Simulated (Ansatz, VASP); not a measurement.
# Cross-check of SrO between VASP and Ansatz

Aim: how closely do two programs agree when they are given the same cell, functional and k mesh? Valence electrons are named where the data sets of a main pair hold unlike numbers.

Method: plane waves, with VASP 6.6.1 beside it; band structure at r2SCAN0, in Ansatz 0.2.0.

The database entry behind the starting cell differs from later determinations by our own check (about 0.5 % short), so it need not match the best structure at ambient conditions.

## Step 1: The starting structure

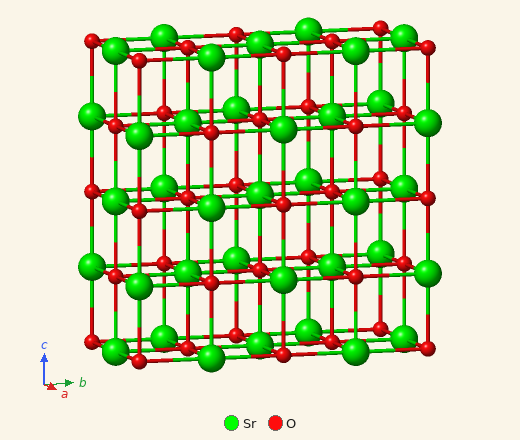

The starting structure, seen slightly off an axis (strontium green, oxygen red). 1×2×2 cells are drawn. This picture shows the conventional cell, with its axes. Some periodic images of atoms are drawn too.

## Step 2: Ansatz: band structure, r2SCAN0

Ansatz runs on its default PAW (the set named soft_2) files.

Levels along a path test the potential and the projectors away from the mesh points.

Contents of input.yaml:

```yaml
crystal:
  lattice:
    - [0.0, 2.5663, 2.5663]
    - [2.5663, 0.0, 2.5663]
    - [2.5663, 2.5663, 0.0]
  atoms:
    - { symbol: Sr, position: [0.5, 0.5, 0.5] }
    - { symbol: O, position: [0.0, 0.0, 0.0] }
hamiltonian:
  xc: r2scan0
  pseudopotentials: { kind: paw }
kpoints:
  mp_grid: { grid: [5, 5, 5] }
  band_path:
    path:
      - [0.0, 0.0, 0.0]
      - [0.5, 0.0, 0.5]
      - [0.5, 0.2, 0.7]
      - [0.4, 0.35, 0.75]
      - [0.15, 0.15, 0.3]
      - [0.2, 0.2, 0.2]
      - [0.55, 0.4, 0.55]
      - [0.6, 0.25, 0.65]
      - [0.5, 0.25, 0.75]
      - [0.5, 0.5, 0.5]
      - [0.375, 0.375, 0.75]
      - [0.5, 0.0, 0.5]
    npoints: 1
scf:
  occupations: { method: gaussian, width: 0.02 }
  n_extra_bands: 7
output:
  forces: true
  stress: true
  eigenvalues: true
  write_density: true
  write_potential: true
  elf: true
  volumetric_format: npy
```

Run with:

```
ansatz run input.yaml --threads 4 --pin off --max-ram 9216MiB --backend cpu --events-out ev --progress --plain --runs-dir out
```

Numbers of over 12 decimals in the logs are rounded to 6 here.

Output:

```text
Warning: output.stress: scf.convergence.dr2_threshold = 1e-7 eV (the SCF's general default) is looser than the 2e-10 eV advised for a printed stress (1e-10 eV for each atom of the cell: 2). What an SCF threshold leaves in a stress goes as its square root, and in the free energy as the threshold itself, and one threshold admits the most on a small cell: [figures from the program's tests cut] Set scf.convergence.dr2_threshold to 2e-10 eV or tighter. The threshold is an SCF's pass mark: one that does not reach it within its budget of iterations ends unconverged, or closes short of it on a stop that the run arms, and scf.convergence.dr2_threshold's page says what that costs each kind of run
Warning: output.stress: scf.exx.energy_threshold = 1e-6 eV is looser than the 2e-8 eV advised for a stress under a hybrid functional (1e-8 eV for each atom of the cell: 2). Every SCF of the exchange loop can meet its threshold on dr2 while the loop round them stops early: no threshold on dr2 bounds what that leaves in the stress. Set scf.exx.energy_threshold to 2e-8 eV or tighter. The threshold is the loop's pass mark: a loop that does not reach it within its budget of cycles ends unconverged, and scf.exx.energy_threshold's page has the law
scf.n_extra_bands = 7 over 8 filled bands (N_el = 16.0): the run solves 15 bands
Engine: ansatz 0.2.0, aarch64-unknown-linux-gnu
Pseudopotentials: kind: paw
Pseudopotential: Sr, paw, valence charge 10, recommended cutoff 500 eV (meta_gga), Sr.paw.azcp
Pseudopotential: O, paw, valence charge 6, recommended cutoff 500 eV (meta_gga), O.paw.azcp
Functional definition: r2SCAN0
  parameter a = 0.25
  parameter k0 = 0.174
  parameter k1 = 0.065
  parameter a1 = 4.9479
  exchange = (1 - a)*r2scan_x(k0 = k0, k1 = k1, a1 = a1) + a*exact_x
  correlation = r2scan_c
Crystal: 2 atoms, lattice volume = 33.803 Å³
Basis set: ecut = 500 eV, 869 PW (Γ), exchange–correlation on 108×108×108 points (64 copies of the dense FFT grid, shifted against one another)
Bands: 15, of which v1, the nominal top of the filled ones, is band 8 counted from 1 (7 counted from 0)
Symmetry: 48 space group operations
Space group: Fm-3m (ITA 225), of the structure as read, at distance tolerance 3.2e-5 Å
k-points: 10 of 125
Non-local potential: Sr, projectors of the file, l = 0: 3, l = 1: 2, l = 2: 2
Non-local potential: O, projectors of the file, l = 0: 2, l = 1: 2, l = 2: 1
PAW form: soft (Blöchl's): semilocal exchange-correlation on the pseudo side does not see the compensation charge
PAW frozen core: Sr, regenerated for the run's functional, and the local potential with it (the file was generated under x = pbe(κ = 0.804, μ = 0.219515), c = pbe(β = 0.066725))
PAW frozen core: O, regenerated for the run's functional, and the local potential with it (the file was generated under x = pbe(κ = 0.804, μ = 0.219515), c = pbe(β = 0.066725))
PAW one-centre angular grid: Sr, 302 points (default); XC on 160 Gauss nodes
PAW one-centre angular grid: O, 302 points (default); XC on 160 Gauss nodes
Initial density: superposition of atomic densities (neutral atoms: chi_scale 0, normalization atom), corrected by the library's trained network
Initial wavefunctions: pseudopotential atomic-orbital guess
Functional: x = r2scan, c = r2scan; τ floored in thin density (d = 2e-4 eV/Å³), warm-up for x = 0.75 r2scan + 0.25 exact, c = r2scan; τ floored in thin density (d = 2e-4 eV/Å³)
SCF iter   1: F=—  HF=-4126.971385 eV  |F-HF|=—  |Δ(HF+E_count)|=         —  Δρ=8.33e-3  dr2=3.12e-2  dr2_τ=5.66e-2  ethr=1.77e-3  ⟨swp⟩=8.0  Hψ=783  notcnv=0
preconditioner: auto → none  [insulator: Δε(μ)=4.227 eV  Ē_g=19.429 eV  σ=0.020 eV  W_gap=1.00  n_scr=8 (ndim 8)  ℏωp=23.9 eV  f_vac=0.000  D(μ)=0.00/eV (n_scr^D=0)]
SCF iter   2: F=—  HF=-4127.054914 eV  |F-HF|=—  |Δ(HF+E_count)|=   8.35e-2  Δρ=7.98e-3  dr2=1.17e-2  dr2_τ=3.16e-3  ethr=1.95e-4  ⟨swp⟩=3.9  Hψ=444  notcnv=0  defer=2
iter 3 solved again at ethr=6.39e-6 eV; its pass at ethr=7.32e-5 eV (dr2=1.02e-3 eV) is discarded
SCF iter   3: F=-4127.052260 eV  HF=-4127.052545 eV  |F-HF|=2.86e-4  |Δ(HF+E_count)|=   2.37e-3  Δρ=2.34e-3  dr2=1.02e-3  dr2_τ=1.16e-4  ethr=6.39e-6  ⟨swp⟩=2.0  Hψ=575  notcnv=0
SCF 1 stopped early in 3 iterations: F = -4127.052260 eV  dr2 = 1.02e-3
  greatest PAW one-centre occupation: 0.988 electrons in one spin orbital (limit 2), on the Sr atom at site 0 (counted from 0), in its partial waves of l = 0
Initial density: handed on by an earlier stage of this run
Initial wavefunctions: those handed on with the density
Functional: x = 0.75 r2scan + 0.25 exact, c = r2scan; τ floored in thin density (d = 2e-4 eV/Å³)
Frozen-core exchange: fock
SCF iter   1: F=—  HF=-4126.352776 eV  |F-HF|=—  |Δ(HF+E_count)|=         —  Δρ=6.57e-3  dr2=2.16e-2  dr2_τ=6.19e-4  ethr=6.40e-5  ⟨swp⟩=4.7  Hψ=562  notcnv=0
preconditioner: auto → none  [insulator: Δε(μ)=6.195 eV  Ē_g=22.088 eV  σ=0.020 eV  W_gap=1.00  n_scr=8 (ndim 8)  ℏωp=23.9 eV  f_vac=0.000  D(μ)=0.00/eV (n_scr^D=0)]
SCF iter   2: F=—  HF=-4126.346025 eV  |F-HF|=—  |Δ(HF+E_count)|=   6.75e-3  Δρ=1.97e-3  dr2=1.43e-3  dr2_τ=1.10e-4  ethr=6.40e-5  ⟨swp⟩=3.0  Hψ=372  notcnv=0
SCF iter   3: F=—  HF=-4126.348519 eV  |F-HF|=—  |Δ(HF+E_count)|=   2.49e-3  Δρ=5.56e-4  dr2=1.39e-4  dr2_τ=2.44e-6  ethr=6.24e-6  ⟨swp⟩=3.1  Hψ=334  notcnv=0
SCF iter   4: F=—  HF=-4126.348488 eV  |F-HF|=—  |Δ(HF+E_count)|=   3.10e-5  Δρ=1.33e-4  dr2=6.74e-6  dr2_τ=4.98e-7  ethr=6.20e-7  ⟨swp⟩=2.2  Hψ=234  notcnv=0
SCF iter   5: F=—  HF=-4126.348527 eV  |F-HF|=—  |Δ(HF+E_count)|=   3.88e-5  Δρ=1.74e-4  dr2=7.11e-6  dr2_τ=8.78e-7  ethr=1.99e-8  ⟨swp⟩=4.0  Hψ=348  notcnv=0
SCF iter   6: F=-4126.348525 eV  HF=-4126.348525 eV  |F-HF|=3.47e-8  |Δ(HF+E_count)|=   1.87e-6  Δρ=1.65e-5  dr2=1.35e-7  dr2_τ=6.53e-9  ethr=1.99e-8  ⟨swp⟩=3.0  Hψ=270  notcnv=0
SCF 2 stopped early in 6 iterations: F = -4126.348525 eV  dr2 = 1.35e-7
  greatest PAW one-centre occupation: 0.989 electrons in one spin orbital (limit 2), on the Sr atom at site 0 (counted from 0), in its partial waves of l = 0
hybrid outer 1: dexx = +3.373e-3 eV, tail = 3.82e-6 eV
Frozen-core exchange: fock
SCF iter   1: F=—  HF=-4126.348553 eV  |F-HF|=—  |Δ(HF+E_count)|=         —  Δρ=3.55e-5  dr2=1.91e-7  dr2_τ=4.95e-8  ethr=1.19e-7  ⟨swp⟩=4.4  Hψ=414  notcnv=0
preconditioner: auto → none  [insulator: Δε(μ)=6.049 eV  Ē_g=22.037 eV  σ=0.020 eV  W_gap=1.00  n_scr=8 (ndim 8)  ℏωp=23.9 eV  f_vac=0.000  D(μ)=0.00/eV (n_scr^D=0)]
SCF iter   2: F=—  HF=-4126.348553 eV  |F-HF|=—  |Δ(HF+E_count)|=   1.29e-8  Δρ=1.39e-5  dr2=1.79e-8  dr2_τ=2.88e-9  ethr=1.02e-9  ⟨swp⟩=3.1  Hψ=292  notcnv=0
SCF iter   3: F=-4126.348553 eV  HF=-4126.348553 eV  |F-HF|=9.89e-10  |Δ(HF+E_count)|=  1.50e-10  Δρ=3.35e-6  dr2=5.70e-9  dr2_τ=2.65e-9  ethr=8.97e-11  ⟨swp⟩=3.0  Hψ=279  notcnv=0
SCF 3 converged in 3 iterations: F = -4126.348553 eV  dr2 = 5.70e-9
  Residual-converged pass: ⟨swp⟩=3.7  Hψ=293  notcnv=0  max |occ|·‖R‖ = 2.2e-6 eV (tolerance 2.4e-6 eV)  dr2=5.77e-9  dr2_τ=2.78e-9  dr2_onsite=6.41e-10  max |Δocc| = 0.0e0
hybrid outer 2: dexx = +5.527e-8 eV, tail = 1.97e-8 eV, Δε = 6.93e-4 eV (about 5.37e-5 eV left of the loop's levels)
NSCF: frozen V_eff on 12 k-points
hybrid SCF converged: 2 outer / 9 inner (+3 warm-up), last move |dexx| = 5.53e-8 eV, tail = 1.97e-8 eV
Stability not checked: this state was not tested for a lower state beside it, because the functional holds exact exchange (a hybrid, or Hartree-Fock), whose exchange loop this test does not read (fock_operator; see scf.lower_state_search)
Free energy (F): -4126.348553 eV
Frozen-core exchange: fock
Harris-Foulkes:  -4126.348553 eV  (|F-HF|=9.89e-10)
Internal energy: -4126.348553 eV  (E = F + TS)
E sigma→0 (E₀):  -4126.348553 eV
Fermi energy:    9.323071 eV
--- Per-component energies (eV) ---
  E_band       = -98.814970
  E_kinetic    = 425.105525
  E_local      = -861.501494  (includes V_loc(G=0)·N_el)
  E_nonlocal   = 248.030054
  E_hartree    = 234.566358
  E_xc         = -184.925542
  E_vxc        = -217.860266  (∫ρ·V_xc dr)
  E_exx        = -49.715115  (= α·E_x^exact, valence–valence)
  E_paw        = -2879.298266  (= ΣΔE_a)
  E_vpaw       = -72.961823  (= ΣTr[D̂ρ^β])
  E_aug_tail   = 0.001014  (compensation charges beyond the density's cutoff)
  E_vtau       = 10.670108  (kinetic-family band-sum trace: ∫τ·v_τ [+ j·A + Jᵃ·Aᵃ] dr)
  E_ewald      = -1058.117221
  E_core_change = -0.493868  (= ΣΔE_core)
  E_smearing   = -0.000000  (= −TS)
  E_closure    = 0.000001  (closes the sum)
  Σ components = -4126.348553   (vs F -4126.348553, Δ=0.00e0)
--- Forces (eV/Å), atoms counted from 1 ---
  atom   1  Sr    -0.00000000     0.00000000    -0.00000000
  atom   2  O     -0.00000000     0.00000000    -0.00000000
  max |Σ_I F_I| component: 3.42e-30 eV/Å
--- Stress (GPa, compression-positive) ---
        0.240515       0.000000      -0.000000
       -0.000000       0.240515      -0.000000
       -0.000000       0.000000       0.240515
  P = ⅓ Tr σ = 0.2405 GPa (2.405 kbar)
--- Band table (eV; the first three rows and the last of 10) ---
  k-point 0: bands = [... 4 lower, -8.4812, 6.2986, 6.2986, 6.2986, 12.9694, 15.4020, 15.4020, 15.4020, ... 3 higher]
  k-point 1: bands = [... 4 lower, -8.1033, 5.3536, 5.8409, 5.8409, 14.5823, 15.0943, 16.2158, 16.2158, ... 3 higher]
  k-point 2: bands = [... 4 lower, -7.6762, 4.2129, 5.2034, 5.2034, 15.5449, 17.0429, 17.9526, 17.9526, ... 3 higher]
  k-point 9: bands = [... 4 lower, -8.1329, 5.0608, 5.5700, 5.9117, 14.3101, 16.2039, 18.2031, 19.9117, ... 3 higher]
```

Wall time 31 s (4 threads of Arm Neoverse N1, shared host); peak memory 0.71 GiB.

The column dr2 measures how far the density is from self-consistency, as an energy; F and HF (Harris–Foulkes) agree once it is small.

## Step 3: VASP: band structure, r2SCAN0

The same cell, functional, mesh and smearing now go to VASP, with its own data sets.

Lines of VASP's logs that name or quote its potential files are left out, and so is its time.

The run reads the wave functions of an earlier VASP run, which isn't shown here.

Contents of INCAR:

```
SYSTEM = SrO
PREC = Accurate
ENCUT = 520
EDIFF = 1E-06
NELM = 100
ISMEAR = 0
SIGMA = 0.02
LREAL = .FALSE.
ALGO = Normal
LHFCALC = .TRUE.
AEXX = 0.25
METAGGA = R2SCAN
LASPH = .TRUE.
NBANDS = 14
PRECFOCK = Fast
HFRCUT = -1
LORBIT = 11
LWAVE = .FALSE.
LCHARG = .FALSE.
KPAR = 4
```

Contents of POSCAR:

```
SrO
1.0
    0.0000000000      2.5663000000      2.5663000000
    2.5663000000      0.0000000000      2.5663000000
    2.5663000000      2.5663000000      0.0000000000
Sr O
1 1
Direct
    0.5000000000      0.5000000000      0.5000000000
    0.0000000000      0.0000000000      0.0000000000
```

Contents of KPOINTS:

```
Automatic mesh
0
Gamma
5 5 5
0 0 0
```

Contents of KPOINTS_OPT:

```
Line mode
6
Line-mode
Reciprocal
  0.00000000   0.00000000   0.00000000 GAMMA
  0.50000000   0.00000000   0.50000000 X

  0.50000000   0.00000000   0.50000000 X
  0.50000000   0.25000000   0.75000000 W

  0.50000000   0.25000000   0.75000000 W
  0.37500000   0.37500000   0.75000000 K

  0.37500000   0.37500000   0.75000000 K
  0.00000000   0.00000000   0.00000000 GAMMA

  0.00000000   0.00000000   0.00000000 GAMMA
  0.50000000   0.50000000   0.50000000 L

  0.50000000   0.50000000   0.50000000 L
  0.62500000   0.25000000   0.62500000 U

  0.62500000   0.25000000   0.62500000 U
  0.50000000   0.25000000   0.75000000 W

  0.50000000   0.25000000   0.75000000 W
  0.50000000   0.50000000   0.50000000 L

  0.50000000   0.50000000   0.50000000 L
  0.37500000   0.37500000   0.75000000 K

  0.62500000   0.25000000   0.62500000 U
  0.50000000   0.00000000   0.50000000 X
```

The projector-augmented-wave data sets are Sr_sv and O (PBE family, release 64).

Run with:

```
mpirun -np 4 vasp_std
```

Output:

```text
[banner, memory and clock lines left out]
running    4 mpi-ranks, on    1 nodes
 distrk:  each k-point on    1 cores,    4 groups
 distr:  one band on    1 cores,    1 groups

 POSCAR found type information on POSCAR SrO
 POSCAR found :  2 types and       2 ions
|                                                                             |
|               ----> ADVICE to this user running VASP <----                  |
|                                                                             |
|     You enforced a specific xc type in the INCAR file but a different       |
|     [... a line on the potential file left out ...]
|     I HOPE YOU KNOW WHAT YOU ARE DOING!                                     |
|                                                                             |

 LDA part: xc-table for (None), standard interpolation
 found WAVECAR, reading the header
 POSCAR, INCAR and KPOINTS ok, starting setup
 FFT: planning ... GRIDC
 FFT: planning ... GRID_SOFT
 FFT: planning ... GRID
 HFRCUT set to (new)   10.029006
 reading WAVECAR
 the WAVECAR file was read successfully
 initial charge from wavefunction
 entering main loop
       N       E                     dE             d eps       ncg     rms          rms(c)
DAV:   1    -0.261470332632E+02   -0.26147E+02   -0.55953E-01   280   0.959E+00    0.394E+00
DAV:   2    -0.261416990380E+02    0.53342E-02   -0.60078E-02   352   0.236E+00    0.206E+00
DAV:   3    -0.261399639208E+02    0.17351E-02   -0.11439E-02   322   0.102E+00    0.101E+00
DAV:   4    -0.261395771867E+02    0.38673E-03   -0.13086E-03   304   0.349E-01    0.591E-01
DAV:   5    -0.261392932996E+02    0.28389E-03   -0.79365E-04   322   0.250E-01    0.388E-01
DAV:   6    -0.261392791329E+02    0.14167E-04   -0.11961E-04   404   0.107E-01    0.244E-01
DAV:   7    -0.261392653965E+02    0.13736E-04   -0.21889E-05   382   0.531E-02    0.140E-01
DAV:   8    -0.261392667893E+02   -0.13929E-05   -0.87773E-06   330   0.323E-02    0.808E-02
DAV:   9    -0.261392678645E+02   -0.10752E-05   -0.26584E-06   322   0.181E-02    0.497E-02
DAV:  10    -0.261392685499E+02   -0.68531E-06   -0.93181E-07   176   0.109E-02
   1 F= -.26139269E+02 E0= -.26139269E+02  d E =-.224602E-42
 Start KPOINTS_OPT (optional k-point list driver)
k-point batch [1-10\60]
       N       E                     dE             ncg
DAV:   1    -0.105564271842E+04   -0.56499E+04      280
DAV:   2    -0.191547980988E+04   -0.85984E+03      354
DAV:   3    -0.198052646632E+04   -0.65047E+02      464
DAV:   4    -0.198166013261E+04   -0.11337E+01      342
DAV:   5    -0.198167424836E+04   -0.14116E-01      444
DAV:   6    -0.198167450889E+04   -0.26053E-03      370
DAV:   7    -0.198167451086E+04   -0.19662E-05      312
DAV:   8    -0.198167451093E+04   -0.70834E-07      206
[...]
k-point batch [51-60\60]
       N       E                     dE             ncg
DAV:   1    -0.113964484864E+04   -0.73454E+04      280
DAV:   2    -0.195381684073E+04   -0.81417E+03      384
DAV:   3    -0.200544671650E+04   -0.51630E+02      426
DAV:   4    -0.200652182099E+04   -0.10751E+01      402
DAV:   5    -0.200654593181E+04   -0.24111E-01      460
DAV:   6    -0.200654628139E+04   -0.34957E-03      398
DAV:   7    -0.200654628375E+04   -0.23635E-05      298
DAV:   8    -0.200654628384E+04   -0.88213E-07      272
```

(Part 1 of 2 ends here.)

[Lines on the potential files, build, host, timing and source positions are cut from VASP's logs without a mark.]

[Logs are printed without paths, hosts, clocks, repeated set-up lines and the standing remarks that a program may print on its own settings, such as how far it seeks lower states.]

[Hosts, paths, dates, database ids (printed as entryN), source tags and the programs' standing remarks are cut or masked in the printed files.]
